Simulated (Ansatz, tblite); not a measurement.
# Si(vinyl)(OMe)3 (C₅H₁₂O₃Si): removing an electron

What does removing an electron cost or gain for Si(vinyl)(OMe)3 (C₅H₁₂O₃Si)? Each charged state is run at several levels.

Computed with Ansatz 0.2.0, Gaussian basis. Level: as each input shows.

The runs, in order: charge +1 doublet, at the geometry of the singlet (PBE0-D4/def2-TZVP, PBE-D4/def2-TZVP, PBE-QIDH/def2-TZVP); the starting singlet's energies come from earlier runs.

2 further runs of the same task are left out: 2 set aside as unsound or not needed.

## (1) The geometry

The geometry is that of the singlet, from an earlier relaxation (PBE-D4/def2-SVP).

21 atoms, charge 0, spin multiplicity 1.

Atoms are counted from 1 here; the program's logs count them from 0.

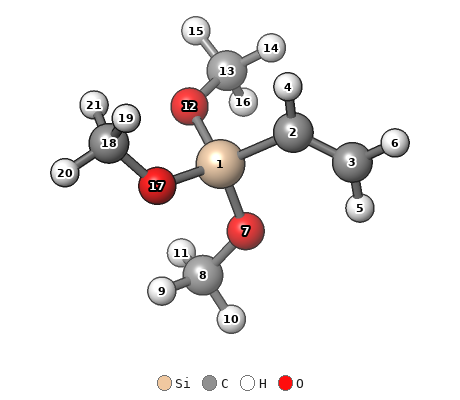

The structure; silicon light orange, carbon grey, hydrogen white, oxygen red; atoms are numbered from 1 in the order of the file.

## (2) Charge +1 doublet at the fixed geometry, PBE0-D4/def2-TZVP

Input file in.yaml:

```yaml
crystal:
  periodic: [false, false, false]
  atoms:
    - {symbol: Si, position_ang: [-0.039261, -0.201816, 0.106499]}
    - {symbol: C, position_ang: [0.078927, -0.053104, 1.956431]}
    - {symbol: C, position_ang: [1.216505, -0.277644, 2.645801]}
    - {symbol: H, position_ang: [-0.829471, 0.239220, 2.516870]}
    - {symbol: H, position_ang: [2.145108, -0.571040, 2.127379]}
    - {symbol: H, position_ang: [1.267743, -0.184541, 3.745028]}
    - {symbol: O, position_ang: [1.488240, -0.608792, -0.417898]}
    - {symbol: C, position_ang: [1.787948, -1.000349, -1.747015]}
    - {symbol: H, position_ang: [1.115186, -1.813718, -2.097245]}
    - {symbol: H, position_ang: [2.833969, -1.368295, -1.780195]}
    - {symbol: H, position_ang: [1.697214, -0.148238, -2.458197]}
    - {symbol: O, position_ang: [-0.624215, 1.215690, -0.574636]}
    - {symbol: C, position_ang: [-0.096312, 2.502025, -0.315651]}
    - {symbol: H, position_ang: [-0.012681, 2.715302, 0.775209]}
    - {symbol: H, position_ang: [-0.770141, 3.261485, -0.764036]}
    - {symbol: H, position_ang: [0.915687, 2.633428, -0.762319]}
    - {symbol: O, position_ang: [-1.079441, -1.382095, -0.442848]}
    - {symbol: C, position_ang: [-2.480701, -1.255401, -0.593293]}
    - {symbol: H, position_ang: [-3.011861, -1.414375, 0.373254]}
    - {symbol: H, position_ang: [-2.834669, -2.031092, -1.304135]}
    - {symbol: H, position_ang: [-2.767785, -0.256640, -0.988992]}
basis:
  gaussian: {orbitals: def2-TZVP}
total_charge: 1
magnetization: {spin_polarized: true, initial_magnetization: 1}
hamiltonian: {xc: pbe0, dispersion: d4}
scf: {omitted_lower_state_checks: [starts]}
output: {orbitals: {seedname: orbitals}}
```

Launch:

```
ansatz run in.yaml --threads 2 --pin off --events-out ev --progress --plain --max-ram 32768MiB --backend cuda --devices 0, --max-vram 18GiB
```

The program printed:

```text
Functional definition: PBE0
  name "PBE0"
  cite "Adamo & Barone, J. Chem. Phys. 110, 6158 (1999) doi:10.1063/1.478522"
  cite "Perdew, Burke & Ernzerhof, Phys. Rev. Lett. 77, 3865 (1996) doi:10.1103/PhysRevLett.77.3865"
  parent pbe
  parameter a = 0.25
  parameter kappa = 0.804
  parameter beta = 0.06672455060314922
  exchange = (1 - a)*pbe_x(kappa = kappa, mu = beta*pi^2/3) + a*exact_x
  correlation = pbe_c(beta = beta)
these checks for a lower state are left out or cut short: starts
2149 factors; their error is unknown
mean field evaluation 1: about -19360.6253 eV, gradient 7.3e1 eV
mean field evaluation 2: about -19320.9788 eV, gradient 1.2e2 eV
mean field evaluation 4: about -19380.3417 eV, gradient 1.1e1 eV
mean field evaluation 8: about -19380.9149 eV, gradient 7.7e-1 eV
mean field evaluation 16: about -19380.9400 eV, gradient 4.7e-2 eV
mean field evaluation 32: about -19380.9400 eV, gradient 1.9e-5 eV
mean field -19380.93996867 eV, -712.2364069757 hartree, gradient 2.0e-5 eV, S^2 0.757246; 0 other end points of the search recorded, 0 dependent functions left out
reference -19380.94000988 eV, -712.2364084900 hartree; 40, 39 occupied and 317, 318 virtual orbitals, 2149 factors
Total energy: -19381.35368970 eV, -712.2516109431 hartree
Checks for a lower state left out: starts
```

Wall time 16 s (1 × H100 (card shared with other runs) with 2 threads of AMD EPYC 7R13, shared host); peak host memory 0.97 GiB.

Report: HOMO -12.45 eV, LUMO -11.11 eV (over both spins); ⟨S²⟩ 0.757 (pure: 0.75).

## (3) Charge +1 doublet at the fixed geometry, PBE-D4/def2-TZVP

start.molden holds the orbitals of an earlier run on this state, given as this run's starting guess.

in.yaml: that of step 2 with these lines changed.

```diff
@@ -25,6 +25,6 @@
 basis:
-  gaussian: {orbitals: def2-TZVP}
+  gaussian: {orbitals: def2-TZVP, initial_orbitals: start.molden}
 total_charge: 1
 magnetization: {spin_polarized: true, initial_magnetization: 1}
-hamiltonian: {xc: pbe0, dispersion: d4}
+hamiltonian: {xc: pbe, dispersion: d4}
 scf: {omitted_lower_state_checks: [starts]}
```

Launched as before.

The program printed:

```text
Functional definition: PBE
  name "PBE"
  cite "Perdew, Burke & Ernzerhof, Phys. Rev. Lett. 77, 3865 (1996) doi:10.1103/PhysRevLett.77.3865"
  parent pbe
  parameter kappa = 0.804
  parameter beta = 0.06672455060314922
  exchange = pbe_x(kappa = kappa, mu = beta*pi^2/3)
  correlation = pbe_c(beta = beta)
these checks for a lower state are left out or cut short: starts
2133 factors; their error is unknown
mean field evaluation 1: about -19379.8798 eV, gradient 9.7e0 eV
mean field evaluation 2: about -19380.1066 eV, gradient 3.1e-1 eV
mean field evaluation 4: about -19380.0495 eV, gradient 5.5e-2 eV
mean field evaluation 8: about -19380.0495 eV, gradient 1.8e-5 eV
mean field evaluation 16: about -19380.0495 eV, gradient 1.7e-5 eV
mean field -19380.04948847 eV, -712.2036824319 hartree, gradient 1.7e-5 eV, S^2 0.751791; 0 other end points of the search recorded, 0 dependent functions left out
reference -19380.04954317 eV, -712.2036844423 hartree; 40, 39 occupied and 317, 318 virtual orbitals, 2133 factors
Total energy: -19380.52986709 eV, -712.2213360205 hartree
Checks for a lower state left out: starts
```

Run time: 18 s. Hardware: 1 × H100 (card shared with other runs) with 2 threads of AMD EPYC 7R13, shared host; peak host memory 0.97 GiB.

HOMO -11.39 eV, LUMO -11.24 eV (over both spins); ⟨S²⟩ 0.752 (pure: 0.75).

## (4) Charge +1 doublet at the fixed geometry, PBE-QIDH/def2-TZVP

in.yaml: that of step 3 with these lines changed.

```diff
@@ -28,4 +28,3 @@
 magnetization: {spin_polarized: true, initial_magnetization: 1}
-hamiltonian: {xc: pbe, dispersion: d4}
+hamiltonian: {xc: {name: PBE-QIDH}}
 scf: {omitted_lower_state_checks: [starts]}
-output: {orbitals: {seedname: orbitals}}
```

Launched as before.

The program printed (excerpt; [...] marks lines left out):

```text
Functional definition: PBE-QIDH
  name "PBE-QIDH"
  cite "Brémond, Sancho-García, Pérez-Jiménez & Adamo, J. Chem. Phys. 141, 031101 (2014) doi:10.1063/1.4890314"
  cite "Perdew, Burke & Ernzerhof, Phys. Rev. Lett. 77, 3865 (1996) doi:10.1103/PhysRevLett.77.3865"
[...]
2426 factors; integrals over basis functions are off by at most 1.3e-3 eV
[...]
mean field -19360.04406067 eV, -711.4684965204 hartree, gradient 2.3e-6 eV, S^2 0.754335; 0 other end points of the search recorded, 0 dependent functions left out
13 core orbitals not correlated: weight in the atoms' cores, before any rotation towards them, 1.000 or more for the frozen orbitals, at most 0.000 for the correlated occupied ones
reference -19360.04407785 eV, -711.4684971516 hartree; 27, 26 occupied and 317, 318 virtual orbitals, 2426 factors
second order -48.28085127 eV of doubles, -0.00000000 eV of singles
Total energy: -19376.13769494 eV, -712.0599266711 hartree
Checks for a lower state left out: starts
```

It took 15 s on 1 × H100 (card shared with other runs) with 2 threads of AMD EPYC 7R13, shared host; peak host memory 1.7 GiB.

From the report: ⟨S²⟩ 0.754 (pure: 0.75).

## (5) Vertical ionisation energy

Charged state less starting state, singlet to doublet; the starting state's energies are those of its earlier runs.

| level | vertical ionisation energy (eV) | time |
| --- | --- | --- |
| PBE-D4/def2-TZVP | +8.85 | 30 s |
| PBE0-D4/def2-TZVP | +9.48 | 33 s |
| PBE-QIDH/def2-TZVP | +10.14 | 31 s |

Times add the two runs; a level without a time comes out of a correlated run.

Beside −ε(HOMO) of the starting state:

| level | −ε(HOMO) (eV) | by difference (eV) | mismatch (eV) |
| --- | --- | --- | --- |
| PBE-D4/def2-TZVP | 6.36 | 8.85 | -2.48 |
| PBE0-D4/def2-TZVP | 7.77 | 9.48 | -1.71 |

## (6) What came out

```
                                            quantity                                 value
vertical ionisation energy, functionals in def2-TZVP  8.85 (PBE-D4) to 10.14 eV (PBE-QIDH)
```

In words: The vertical ionisation energy spans 8.85 to 10.14 eV over the functionals. −ε(HOMO) misses the level's own difference by -1.71 eV at best (PBE0-D4) and -2.48 eV at worst (PBE-D4).
